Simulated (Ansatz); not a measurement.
A series of calculations on BSiNH5Cl

### Relaxation

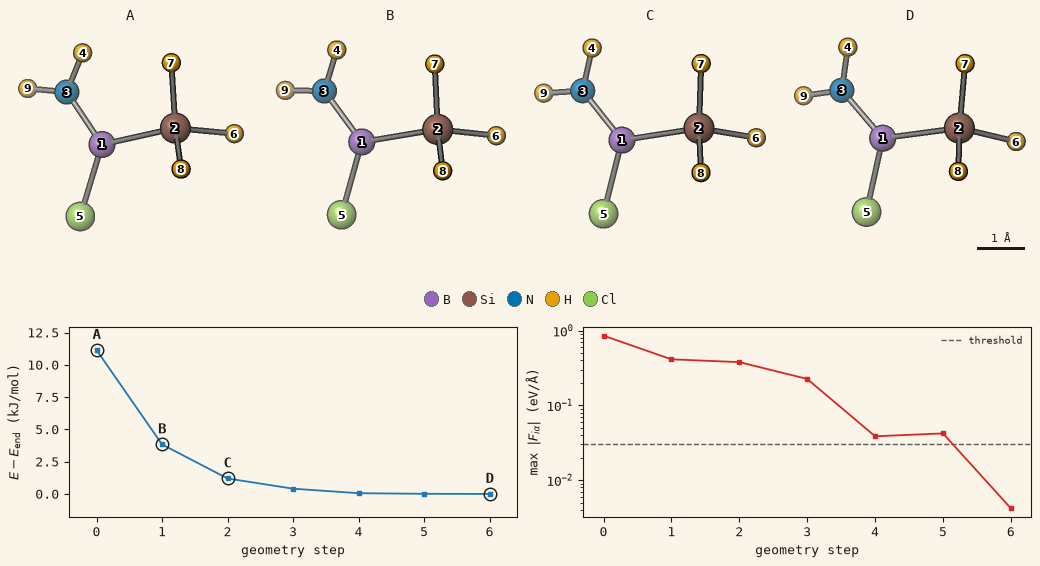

Frames of a relaxation of BSiNH$_{5}$Cl, marked on the history of the run. Style: ball-and-stick. Shown at a tilt.

The run prepares an end point of a later path (reaction) calculation, from a guessed geometry.

These are results of RKS PBE0/def2-SVP in Ansatz 0.2.0, not measurements.

The input:
```yaml
crystal:
  periodic: [false, false, false]
  atoms:
    - { symbol: B, position_ang: [-0.011858, 0.780861, 0.280227] }
    - { symbol: Si, position_ang: [0.366043, -1.139415, 0.51022] }
    - { symbol: "N", position_ang: [-0.514369, 1.078976, -0.975777] }
    - { symbol: H, position_ang: [-0.606143, 0.291764, -1.609492] }
    - { symbol: Cl, position_ang: [0.209422, 2.050486, 1.497131] }
    - { symbol: H, position_ang: [-0.573793, -1.796859, 1.474564] }
    - { symbol: H, position_ang: [0.173006, -1.809798, -0.821504] }
    - { symbol: H, position_ang: [1.758398, -1.441979, 0.970091] }
    - { symbol: H, position_ang: [-0.800806, 1.985963, -1.325461] }
basis:
  gaussian: { orbitals: def2-SVP }
hamiltonian:
  xc: pbe0
relax:
  f_tol: 0.03
  max_steps: 50
```

Command:
```bash
ansatz run input.yaml --threads 2 --pin off --max-ram 3072MiB --backend cpu --events-out ev --progress --plain --runs-dir out
```

> Describe the path.

After 6 geometry steps the energy has fallen by 11.2 kJ/mol. The largest force component goes from 0.86 to 0.0042 eV/Å. The largest move after the best rigid fit is that of H4, 0.36 Å. Largest moves by element: H 0.36 Å, Cl 0.17 Å, B 0.14 Å, N 0.12 Å, Si 0.10 Å. Among the contacts that change: B1–Si2 1.971 → 2.024 Å, B1–Cl5 1.773 → 1.782 Å. Bond angles that change, for instance: Si2–B1–N3 112.7° → 123.2°, Si2–B1–Cl5 126.4° → 118.8°, B1–N3–H4 115.6° → 122.8°. From step 0 to 1: H4 moves most (0.15 Å), energy −7.31 kJ/mol. From step 1 to 2: H7 moves most (0.16 Å), energy −2.64 kJ/mol. From step 2 to 6: H4 moves most (0.10 Å), energy −1.20 kJ/mol.

```json
{"step": "0", "E − E(0), kJ/mol": "0.00", "largest force component, eV/Å": "0.8585"}
{"step": "1", "E − E(0), kJ/mol": "-7.31", "largest force component, eV/Å": "0.4140"}
{"step": "2", "E − E(0), kJ/mol": "-9.95", "largest force component, eV/Å": "0.3797"}
{"step": "3", "E − E(0), kJ/mol": "-10.74", "largest force component, eV/Å": "0.2260"}
{"step": "4", "E − E(0), kJ/mol": "-11.09", "largest force component, eV/Å": "0.0386"}
{"step": "5", "E − E(0), kJ/mol": "-11.14", "largest force component, eV/Å": "0.0422"}
{"step": "6", "E − E(0), kJ/mol": "-11.15", "largest force component, eV/Å": "0.0042"}
```

### Relaxation

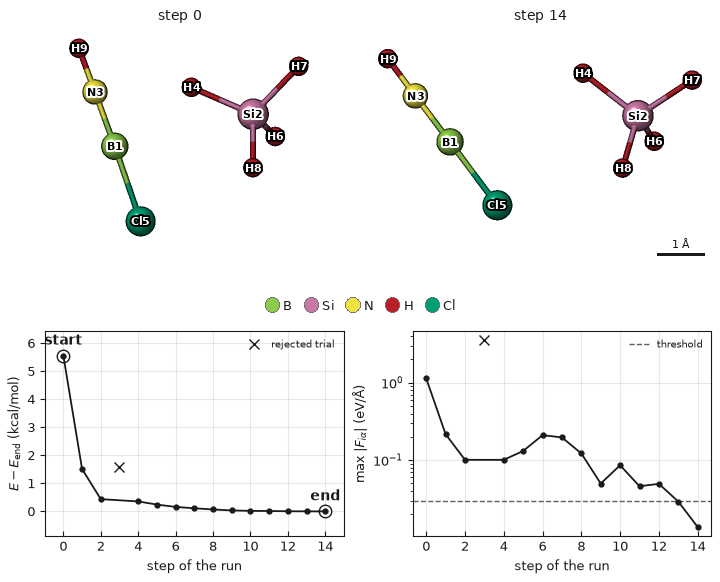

First and last geometry of a relaxation of BSiNH₅Cl, with the history of the run. The picture is a ball-and-stick view, seen at a tilt.

The run prepares an end point of a later path (reaction) calculation, from a guessed geometry.

The calculation used Ansatz, RKS PBE0/def2-SVP. Settings: no spin polarisation; force threshold 0.03 eV/Å; at most 50 steps.

Q: What do the curves and the structures tell?

A: It converged. The largest move after the best rigid fit is that of H9, 1.17 Å. By element the largest moves are H 1.17 Å, N 0.90 Å, B 0.57 Å, Si 0.56 Å, Cl 0.36 Å. Among the contacts that change: Si2–H4 1.448 → 1.493 Å, Si2–H6 1.497 → 1.492 Å. Over 13 accepted moves (14 points after the start) the energy falls by 5.55 kcal/mol. The largest force component goes from 1.1 to 0.014 eV/Å. The line search rejected the trial step at point 3 of the run. The run took 23 s on 2 threads of Intel(R) Xeon(R) Platinum 8488C (Sapphire Rapids), on a shared host, peak memory 0.19 GiB.

```json
{"step": "0", "E − E(0), kcal/mol": "0.00", "largest force component, eV/Å": "1.1331", "note": ""}
{"step": "1", "E − E(0), kcal/mol": "-4.04", "largest force component, eV/Å": "0.2163", "note": ""}
{"step": "2", "E − E(0), kcal/mol": "-5.12", "largest force component, eV/Å": "0.1009", "note": ""}
{"step": "3", "E − E(0), kcal/mol": "-3.97", "largest force component, eV/Å": "3.5460", "note": "rejected"}
{"step": "4", "E − E(0), kcal/mol": "-5.20", "largest force component, eV/Å": "0.1009", "note": ""}
{"step": "5", "E − E(0), kcal/mol": "-5.31", "largest force component, eV/Å": "0.1314", "note": ""}
{"step": "6", "E − E(0), kcal/mol": "-5.39", "largest force component, eV/Å": "0.2100", "note": ""}
{"step": "7", "E − E(0), kcal/mol": "-5.44", "largest force component, eV/Å": "0.1964", "note": ""}
{"step": "8", "E − E(0), kcal/mol": "-5.48", "largest force component, eV/Å": "0.1219", "note": ""}
{"step": "9", "E − E(0), kcal/mol": "-5.52", "largest force component, eV/Å": "0.0499", "note": ""}
{"step": "10", "E − E(0), kcal/mol": "-5.53", "largest force component, eV/Å": "0.0859", "note": ""}
{"step": "11", "E − E(0), kcal/mol": "-5.54", "largest force component, eV/Å": "0.0461", "note": ""}
{"step": "12", "E − E(0), kcal/mol": "-5.55", "largest force component, eV/Å": "0.0494", "note": ""}
{"step": "13", "E − E(0), kcal/mol": "-5.55", "largest force component, eV/Å": "0.0292", "note": ""}
{"step": "14", "E − E(0), kcal/mol": "-5.55", "largest force component, eV/Å": "0.0137", "note": ""}
```

Limits of the set-up: the start holds two separate molecules, 2.3 Å apart at their closest, whose relative position is a soft coordinate and is computed without a dispersion correction.

### Path

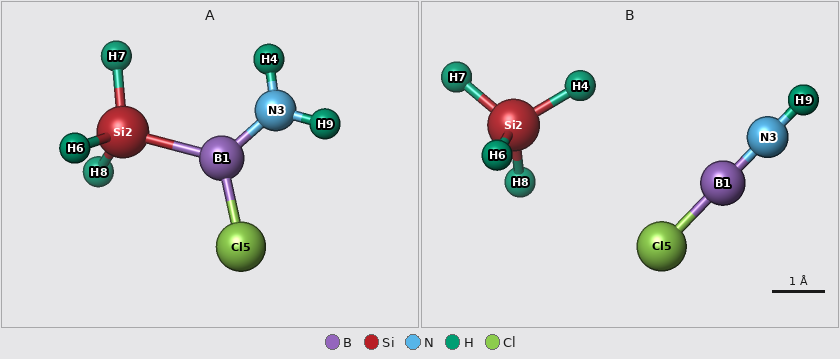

The two relaxed end points of a path for BSiNH₅Cl. A ball-and-stick model, seen from a free direction.

Theory: RKS PBE0/def2-SVP in Ansatz 0.2.0.

Settings: 5 movable images; climbing image; force threshold 0.05 eV/Å; iteration limit 60.

Start:
```xyz
9

B    -0.0661    0.7104    0.1741
Si    0.3795   -1.2294    0.5411
N    -0.5260    1.1643   -1.0544
H    -0.6665    0.5523   -1.8478
Cl    0.1355    1.8998    1.4862
H    -0.4919   -1.7758    1.6288
H     0.1822   -2.0837   -0.6772
H     1.8032   -1.3757    0.9790
H    -0.7502    2.1378   -1.2299
```

End:
```xyz
9

B    -0.3791    2.2959    0.0913
Si    0.4353   -1.9744    0.2263
N    -0.8417    2.7855   -0.9497
H     0.0334   -1.0531   -0.8775
Cl    0.2558    1.6298    1.5222
H    -0.5681   -1.9039    1.3289
H     0.4986   -3.3722   -0.2959
H     1.7791   -1.5805    0.7438
H    -1.2134    3.1730   -1.7895
```

Predict the minimum-energy path and its barrier.

Answer. Forward barrier 74.7 kcal/mol, backward barrier 33.2 kcal/mol, with image 3 at the top; the reaction energy is +41.6 kcal/mol. Breaking: B1–Si2 (2.02 → 2.15 at the top → 4.35 Å), N3–H4 (1.01 → 1.56 at the top → 3.94 Å). Forming: Si2–H4 (3.16 → 1.87 at the top → 1.49 Å). The band converged in 35 iterations. The largest component of the band force went from 24 to 0.035 eV/Å. The climbing image converged on the top of the path. Its vibrational analysis gives one imaginary mode (1207i cm⁻¹), as a transition state must have.

Energies of the converged images:

| image | path (Å) | E (kcal/mol) |
| --- | --- | --- |
| 0 | 0.00 | 0.0 |
| 1 | 0.60 | 6.9 |
| 2 | 1.21 | 37.3 |
| 3 | 1.81 | 74.7 |
| 4 | 3.10 | 51.4 |
| 5 | 4.40 | 41.9 |
| 6 | 5.69 | 41.6 |

The geometry at the top of the path:

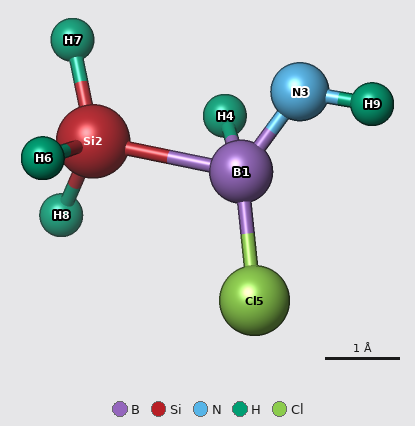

The run took 4.3 min on 2 threads of Intel(R) Xeon(R) Platinum 8488C (Sapphire Rapids), with other jobs on the host, peak memory 0.2 GiB.
